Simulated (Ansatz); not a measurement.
# GeO2: what the fields show

The calculation's input:

```
crystal:
  periodic: [false, false, false]
  atoms:
    - {symbol: Ge, position_ang: [0.000097, -0.000416, -0.000733]}
    - {symbol: O, position_ang: [-1.411130, -0.745438, 0.232532]}
    - {symbol: O, position_ang: [1.411034, 0.745843, -0.231799]}
basis:
  gaussian: {orbitals: def2-TZVP, initial_orbitals: start.molden}
hamiltonian: {xc: pbe0, dispersion: d4}
output: {orbitals: {seedname: orbitals}}
```

Command:

```sh
ansatz run in.yaml --threads 4 --pin off --events-out ev --progress --plain --max-ram 3916MiB
```

Geometry: PBE0-D4/def2-TZVP.

Level of theory: Ansatz 0.2.0, RKS PBE0-D4/def2-TZVP.

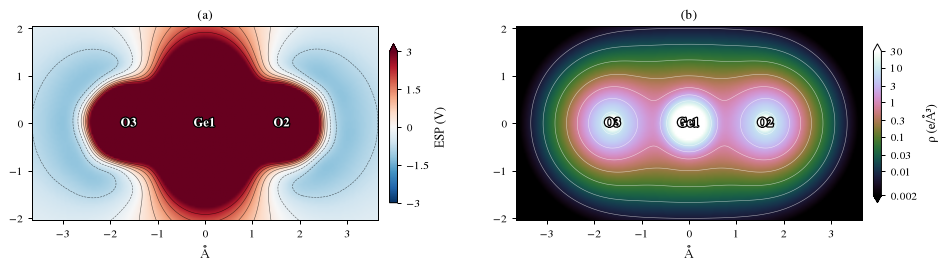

Figure 1. (a) molecular electrostatic potential; (b) total electron density on a plane that holds the molecular axis.

> What do the fields say about this system?

- The plane passes through Ge and O nuclei.
- Ge–O (1.61 Å): ρ at the midpoint is about 1.4 e/Å³.
- Outside the dense part of the molecule the potential is most negative (−1.2 V) near O2 and O3.

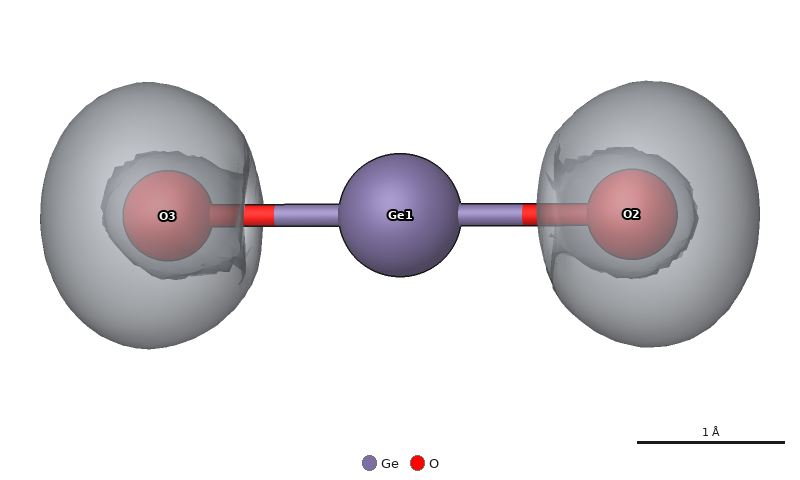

Figure 2. Isosurface of the electron localisation function at 0.75 (grey), seen from one side. Core shells and regions of very low density are left out.

> Describe the localisation domains.

The surface consists of two regions wrapped around O (the valence shell of each). Along the contacts the grid gives the following. Ge–O (1.61 Å): the ELF peaks at about 0.75 in the valence shell of O, 0.5 Å from its nucleus, and is about 0.30 at the midpoint.

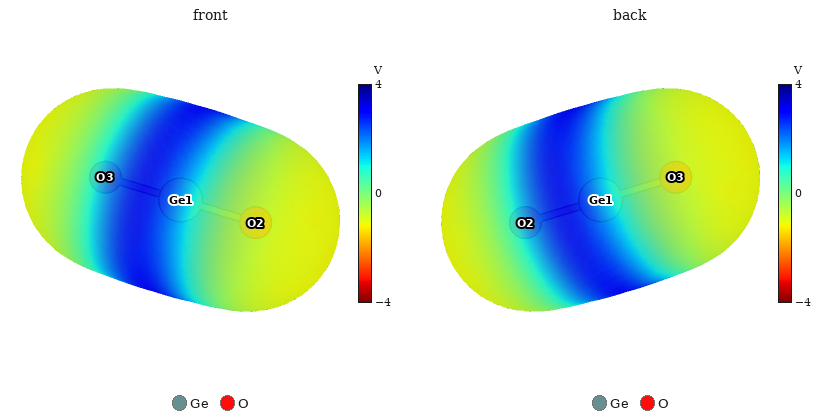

Figure 3. The molecular electrostatic potential painted on the density surface at 0.002 e/bohr³, seen from the front and from behind; the colour scale runs from red (negative) to blue (positive).

> Which sites attract a positive test charge, and which a negative one?

A positive charge is drawn to the negative regions and a negative charge to the positive ones. The most negative region (about −1.1 V, or −25 kcal/mol for a unit charge) lies over O2 and O3, the most positive (about +3.0 V, or +69 kcal/mol for a unit charge) over Ge1.
